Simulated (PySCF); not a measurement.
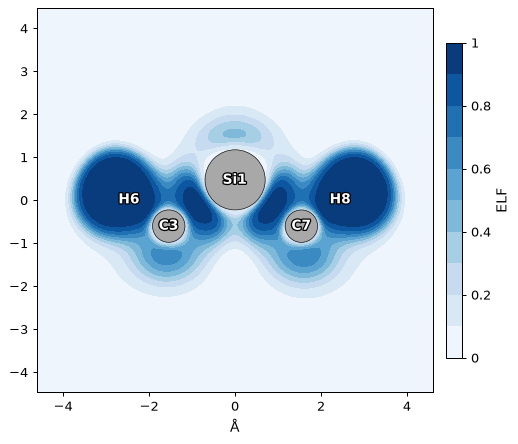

Figure 1: C₃H₁₀Si (SiHMe3). ELF on the plane of atoms Si1, C3 and H6. Grey discs cover the atomic cores.

Geometry: PBE0-D3(BJ)/def2-SVP.

Method: PBE0/pcSseg-1, SCF density, gas phase, non-relativistic in PySCF 2.14.0.

```yaml
atoms:
  - { symbol: Si, position_ang: [0.0062, -0.0033, 0.4979] }
  - { symbol: H, position_ang: [0.0258, 0.0005, 1.9992] }
  - { symbol: C, position_ang: [1.7809, -0.0147, -0.1300] }
  - { symbol: H, position_ang: [2.3454, 0.8481, 0.2576] }
  - { symbol: H, position_ang: [1.8029, 0.0345, -1.2307] }
  - { symbol: H, position_ang: [2.3087, -0.9307, 0.1778] }
  - { symbol: C, position_ang: [-0.8837, 1.5448, -0.0982] }
  - { symbol: H, position_ang: [-1.9275, 1.5616, 0.2524] }
  - { symbol: H, position_ang: [-0.8959, 1.5906, -1.1991] }
  - { symbol: H, position_ang: [-0.3893, 2.4566, 0.2719] }
  - { symbol: C, position_ang: [-0.9041, -1.5416, -0.0936] }
  - { symbol: H, position_ang: [-1.9465, -1.5467, 0.2620] }
  - { symbol: H, position_ang: [-0.4189, -2.4607, 0.2706] }
  - { symbol: H, position_ang: [-0.9234, -1.5830, -1.1947] }
```

Question: What do the fields say about this system?

Answer: Atoms in the plane: Si, C and H.
C–Si (1.88 Å): the ELF peaks at about 0.95 between the atoms: localised, covalent bonding.
C–H (1.10 Å): the ELF climbs to about 1 towards the hydrogen, as it does in any bond to H (a covalent bond by its length).
